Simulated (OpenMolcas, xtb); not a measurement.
**How methods differ on B2H4F2 (diborane 1,2-di F)**

B2H4F2: 8 atoms, total charge 0, spin state singlet. The shape is that of a GFN2-xTB optimisation.

```xyz
8

B     0.9003    0.1356    0.2205
F     1.5774   -0.8705    0.7749
H     1.4685    1.1493    0.0646
H    -0.2794    0.3449    0.8720
B    -0.9017   -0.0698   -0.2433
F    -1.5236   -1.2331   -0.0486
H    -1.5181    0.7972   -0.7364
H     0.2767   -0.2536   -0.9037
```

Each level gives the HOMO–LUMO gap (eV). The values are calculated.

| level | kind | program | value (eV) |
| --- | --- | --- | --- |
| GFN1-xTB | semi-empirical | xtb | 6.81 |
| HF/def2-SVPD | Hartree–Fock | OpenMolcas | 15.87 |
| SVWN5/def2-SVPD | LDA | OpenMolcas | 6.54 |
| revPBE/def2-SVPD | GGA | OpenMolcas | 6.82 |
| TPSS/def2-SVPD | meta-GGA | OpenMolcas | 7.27 |
| B3LYP/def2-SVPD | global hybrid | OpenMolcas | 8.97 |
| B2PLYP/def2-SVPD | double hybrid | OpenMolcas | 12.23 |

The values span 6.54 to 15.87 eV. Orbital gaps aren't excitation energies, and those of double hybrids come from the SCF part alone; they tend to grow with the share of exact exchange.

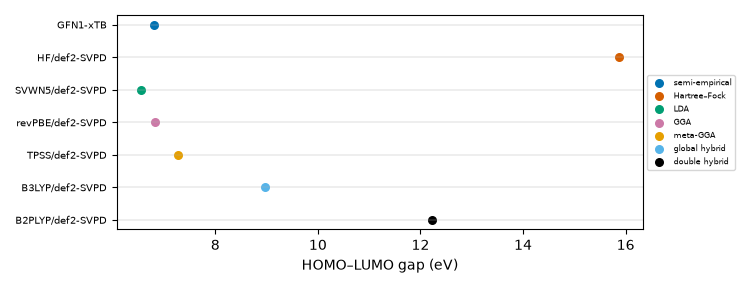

The values of the table, level by level.
